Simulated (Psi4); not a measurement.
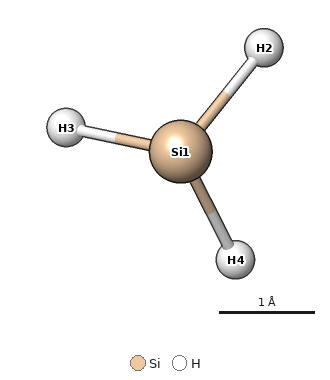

Fig. 1: The structure as given in the input (ball-and-stick view, seen at a tilt; atoms are numbered from 1 in the order of the input). Bond lengths as drawn: H–Si 1.55 Å.

**SiH₃ (charge −1): energy and gradient calculation (part 1 of 2)**

- system: SiH₃, charge −1
- method: OLCCD/6-311++G**, RHF (Psi4 1.11)

The geometry comes from this level: PBE0-D4/def2-TZVPD (4 decimals).

**The input (run.py)**
```python
import psi4
from rdkit import Chem

psi4.set_memory('1600 MB')
psi4.set_num_threads(1)
psi4.set_output_file('h3si.out', False)

rd = Chem.SDMolSupplier('h3si.sdf', removeHs=False, sanitize=False)[0]
xyz = rd.GetConformer().GetPositions()
atoms = '\n'.join(f'{a.GetSymbol()} {x:.4f} {y:.4f} {z:.4f}' for a, (x, y, z) in zip(rd.GetAtoms(), xyz))
m = psi4.geometry('-1 1\n' + atoms + '')

options = {'basis': '6-311++G**', 'scf_type': 'pk', 'cc_type': 'conv'}
psi4.set_options(options)

e = psi4.gradient('olccd')
print('gradient / Eh bohr^-1')
print(e.np.round(6))
for k, v in sorted(psi4.core.scalar_variables().items()):
    print(f'{k:45s} {v:18.10f}')
```

**File h3si.sdf**
```

     RDKit          3D

  4  3  0  0  0  0  0  0  0  0999 V2000
    0.5397   -0.0507   -0.3009 Si  0  0  0  0  0  3  0  0  0  0  0  0
    0.4266    0.6223    1.0859 H   0  0  0  0  0  0  0  0  0  0  0  0
   -0.2985   -1.2837    0.1068 H   0  0  0  0  0  0  0  0  0  0  0  0
   -0.6678    0.7122   -0.8918 H   0  0  0  0  0  0  0  0  0  0  0  0
  2  1  1  0
  3  1  1  0
  4  1  1  0
M  CHG  1   1  -1
M  END
$$$$
```

Command:
```bash
python run.py
```

**Log**
```
Psi4 1.11 release

gradient() will perform analytic gradient computation.

   => Loading Basis Set <=

    Name: 6-311++G**
    Role: ORBITAL
    Keyword: BASIS

         ---------------------------------------------------------
                                   SCF
                              RHF Reference
                        1 Threads,   1525 MiB Core
         ---------------------------------------------------------

  ==> Geometry <==

    Molecular point group: c1
    Full point group: C1

    Geometry (in Angstrom), charge = -1, multiplicity = 1:

       Center              X                  Y                   Z               Mass
    ------------   -----------------  -----------------  -----------------  -----------------
         SI           0.070182725548    -0.006596291928    -0.039129112688    27.976926534650
         H           -0.042917274452     0.666403708072     1.347670887312     1.007825032230
         H           -0.768017274452    -1.239596291928     0.368570887312     1.007825032230
         H           -1.137317274452     0.756303708072    -0.630029112688     1.007825032230

  Running in c1 symmetry.

  Rotational constants: A =      3.79405  B =      3.79397  C =      3.26874 [cm^-1]
  Rotational constants: A = 113742.72082  B = 113740.37914  C =  97994.45663 [MHz]
  Nuclear repulsion =   15.080983681715599

  Charge       = -1
  Multiplicity = 1
  Electrons    = 18
  Nalpha       = 9
  Nbeta        = 9

  ==> Algorithm <==

  SCF Algorithm Type is PK.
  DIIS enabled.
  MOM disabled.
  Fractional occupation disabled.
  Guess Type is SAD.
  Energy threshold   = 1.00e-10
  Density threshold  = 1.00e-10
  Integral threshold = 1.00e-12

  ==> Primary Basis <==

  Basis Set: 6-311++G**
    Blend: 6-311++G**
    Number of shells: 29
    Number of basis functions: 51
    Number of Cartesian functions: 52
    Spherical Harmonics?: true
    Max angular momentum: 2

  ==> Integral Setup <==

  Using in-core PK algorithm.
   Calculation information:
      Number of atoms:                   4
      Number of AO shells:              29
      Number of primitives:             46
      Number of atomic orbitals:        52
      Number of basis functions:        51

      Integral cutoff                 1.00e-12
      Number of threads:                 1

  Performing in-core PK
  Using 1759602 doubles for integral storage.
  We computed 94830 shell quartets total.
  Whereas there are 94830 unique shell quartets.

  ==> DiskJK: Disk-Based J/K Matrices <==

    J tasked:                  Yes
    K tasked:                  Yes
    wK tasked:                  No
    Memory [MiB]:             1144
    Schwarz Cutoff:          1E-12

  Minimum eigenvalue in the overlap matrix is 9.4356048214E-04.
  Reciprocal condition number of the overlap matrix is 1.3233893293E-04.
    Using symmetric orthogonalization.

  ==> Pre-Iterations <==

  SCF Guess: Superposition of Atomic Densities via on-the-fly atomic UHF (no occupation information).

   -------------------------
    Irrep   Nso     Nmo
   -------------------------
     A         51      51
   -------------------------
    Total      51      51
   -------------------------

  ==> Iterations <==

                        Total Energy        Delta E     RMS |[F,P]|

   @RHF iter SAD:  -290.05209120113432   -2.90052e+02   0.00000e+00
   @RHF iter   1:  -290.58459270364023   -5.32502e-01   5.33594e-03 DIIS/ADIIS
   @RHF iter   2:  -290.63517222078821   -5.05795e-02   2.03172e-03 DIIS/ADIIS
   @RHF iter   3:  -290.63902651264755   -3.85429e-03   3.45530e-04 DIIS/ADIIS
   @RHF iter   4:  -290.63958179187944   -5.55279e-04   8.54563e-05 DIIS
   @RHF iter   5:  -290.63963562654743   -5.38347e-05   1.89316e-05 DIIS
   @RHF iter   6:  -290.63963947179417   -3.84525e-06   5.68277e-06 DIIS
   @RHF iter   7:  -290.63963996268978   -4.90896e-07   9.75680e-07 DIIS
   @RHF iter   8:  -290.63963997557613   -1.28863e-08   1.34672e-07 DIIS
   @RHF iter   9:  -290.63963997575547   -1.79341e-10   1.56497e-08 DIIS
   @RHF iter  10:  -290.63963997575689   -1.42109e-12   2.61269e-09 DIIS
   @RHF iter  11:  -290.63963997575678    1.13687e-13   3.01909e-10 DIIS
   @RHF iter  12:  -290.63963997575672    5.68434e-14   3.76291e-11 DIIS
  Energy and wave function converged.

  ==> Post-Iterations <==

    Orbital Energies [Eh]
    ---------------------

    Doubly Occupied:

       1A    -68.528487     2A     -5.872534     3A     -3.978053
       4A     -3.978053     5A     -3.977186     6A     -0.458840
       7A     -0.221361     8A     -0.221342     9A     -0.070247

    Virtual:

      10A      0.183540    11A      0.213271    12A      0.213271
      13A      0.229160    14A      0.232728    15A      0.232728
      16A      0.329032    17A      0.381703    18A      0.381712
      19A      0.453657    20A      0.577931    21A      0.577935
      22A      0.592501    23A      0.786839    24A      0.786848
      25A      0.851983    26A      0.940828    27A      1.010780
      28A      1.010782    29A      1.045951    30A      1.300533
      31A      1.300569    32A      1.666515    33A      1.666528
      34A      1.675533    35A      1.798367    36A      1.884609
      37A      1.884614    38A      2.041659    39A      2.041674
      40A      2.116600    41A      2.414903    42A      2.572998
      43A      2.573072    44A      3.178772    45A      3.178781
      46A      3.258043    47A      6.378290    48A     12.487052
      49A     12.502843    50A     12.502874    51A    144.154397

    Final Occupation by Irrep:
              A
    DOCC [     9 ]
    NA   [     9 ]
    NB   [     9 ]

  @RHF Final Energy:  -290.63963997575672

   => Energetics <=

    Nuclear Repulsion Energy =             15.0809836817155993
    One-Electron Energy =                -436.8290416592577685
    Two-Electron Energy =                 131.1084180017854806
    Total Energy =                       -290.6396399757566655

Computation Completed

Properties will be evaluated at   0.000000,   0.000000,   0.000000 [a0]

Properties computed using the SCF density matrix

 Multipole Moments:

 ------------------------------------------------------------------------------------
     Multipole            Electronic (a.u.)      Nuclear  (a.u.)        Total (a.u.)
 ------------------------------------------------------------------------------------

 L = 1.  Multiply by 2.5417464519 to convert [e a0] to [Debye]
 Dipole X            :          1.7722177           -1.8248965           -0.0526789
 Dipole Y            :         -0.1665774            0.1715173            0.0049399
 Dipole Z            :         -0.9878952            1.0174382            0.0295429
 Magnitude           :                                                    0.0605991

 ------------------------------------------------------------------------------------

	total time  =          1 seconds =       0.02 minutes
 MINTS: Wrapper to libmints.

   Calculation information:
      Number of threads:                 1
      Number of atoms:                   4
      Number of AO shells:              29
      Number of SO shells:              29
      Number of primitives:             46
      Number of atomic orbitals:        52
      Number of basis functions:        51

      Number of irreps:                  1
      Integral cutoff                 1.00e-12
      Number of functions per irrep: [  51 ]

 OEINTS: Overlap, kinetic, potential, dipole, and quadrupole integrals
         stored in file 35.

      Computing two-electron integrals...done
      Computed 785749 non-zero two-electron integrals.
        Stored in file 33.

  Module OCC Options:
  ----------------------------------------------------------------------------
  ACTIVE                        => (empty)
  BASIS_RELATIVISTIC            => (empty)
  BENCH                         => (empty)
  CACHELEVEL                    => (empty)
  CCL_ENERGY                    => (empty)
  CC_MAXITER                    => (empty)
  CC_TYPE                       => CONV            !
  CEPA_OS_SCALE                 => (empty)
  CEPA_SOS_SCALE                => (empty)
  CEPA_SS_SCALE                 => (empty)
  CEPA_TYPE                     => (empty)
  CI_TYPE                       => (empty)
  CUBEPROP_BASIS_FUNCTIONS      => (empty)
  CUBEPROP_FILEPATH             => (empty)
  CUBEPROP_ISOCONTOUR_THRESHOLD => (empty)
  CUBEPROP_ORBITALS             => (empty)
  CUBEPROP_TASKS                => (empty)
  CUBIC_BASIS_TOLERANCE         => (empty)
  CUBIC_BLOCK_MAX_POINTS        => (empty)
  CUBIC_GRID_OVERAGE            => (empty)
  CUBIC_GRID_SPACING            => (empty)
  CUTOFF                        => (empty)
  DDX                           => (empty)
  DEBUG                         => (empty)
  DERTYPE                       => FIRST           !
  DF_BASIS_CC                   => (empty)
  DIE_IF_NOT_CONVERGED          => (empty)
  DIIS_MAX_VECS                 => (empty)
  DIIS_MIN_VECS                 => (empty)
  DKH_ORDER                     => (empty)
  DOCC                          => (empty)
  DO_DIIS                       => (empty)
  DO_LEVEL_SHIFT                => (empty)
  DO_SCS                        => (empty)
  DO_SOS                        => (empty)
  E3_SCALE                      => (empty)
  EA_POLES                      => (empty)
  EKT_EA                        => (empty)
  EKT_IP                        => (empty)
  EP_EA_POLES                   => (empty)
  EP_IP_POLES                   => (empty)
  EP_MAXITER                    => (empty)
  EXTERNAL_POTENTIAL_SYMMETRY   => (empty)
  E_CONVERGENCE                 => 1e-08           !
  FREEZE_CORE                   => (empty)
  FREEZE_CORE_POLICY            => (empty)
  FROZEN_DOCC                   => (empty)
  FROZEN_UOCC                   => (empty)
  INTEGRAL_PACKAGE              => (empty)
  IP_POLES                      => (empty)
  LEVEL_SHIFT                   => (empty)
  LITERAL_CFOUR                 => (empty)
  LS_THC_BASIS_TOLERANCE        => (empty)
  LS_THC_DF                     => (empty)
  LS_THC_PRUNING_SCHEME         => (empty)
  LS_THC_RADIAL_POINTS          => (empty)
  LS_THC_SPHERICAL_POINTS       => (empty)
  LS_THC_S_EPSILON              => (empty)
  LS_THC_WEIGHTS_TOLERANCE      => (empty)
  MAT_NUM_COLUMN_PRINT          => (empty)
  MAX_MOGRAD_CONVERGENCE        => (empty)
  MAX_RADIAL_MOMENT             => (empty)
  MBIS_D_CONVERGENCE            => (empty)
  MBIS_MAXITER                  => (empty)
  MBIS_PRUNING_SCHEME           => (empty)
  MBIS_RADIAL_POINTS            => (empty)
  MBIS_SPHERICAL_POINTS         => (empty)
  MOGRAD_DAMPING                => (empty)
  MOLDEN_WITH_VIRTUAL           => (empty)
  MO_MAXITER                    => (empty)
  MO_READ                       => (empty)
  MO_STEP_MAX                   => (empty)
  MO_WRITE                      => (empty)
  MP2_OS_SCALE                  => (empty)
  MP2_SOS_SCALE                 => (empty)
  MP2_SOS_SCALE2                => (empty)
  MP2_SS_SCALE                  => (empty)
  MP2_TYPE                      => (empty)
  MP_TYPE                       => (empty)
  NAT_ORBS                      => (empty)
  NUM_FROZEN_DOCC               => (empty)
  NUM_FROZEN_UOCC               => (empty)
  NUM_GPUS                      => (empty)
  OCC_ORBS_PRINT                => (empty)
  OEPROP                        => (empty)
```
